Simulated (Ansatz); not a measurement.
Take MgO in the rock salt structure (space group Fm-3m, No. 225; a = 4.214 Å) as the base. Axes: x, y, z lie along the cube axes.

One thing is altered: tensor shear ε_xy = +3.74 % (engineering shear γ = 0.0748), atoms relaxed at fixed cell.

Calculations: PBEsol/PAW in Ansatz (a quantum-chemistry and plane-wave program), no SOC.

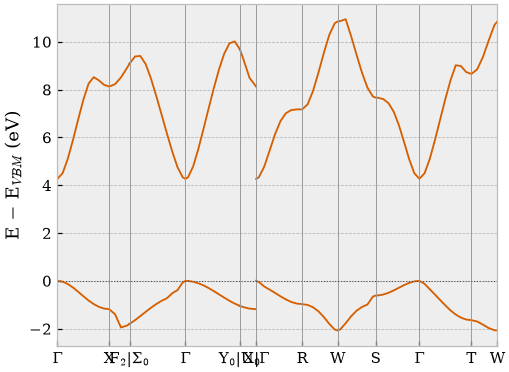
Figure. Highest valence and lowest conduction band along the path of the changed cell's own zone

### Question
From the figure, how large is the changed gap, and is it direct?

### Answer
About 4.3 eV, direct at Γ.

The cells carry an imposed strain or load. Stability against distortions was not tested. k-point labels follow each cell's own Brillouin zone.
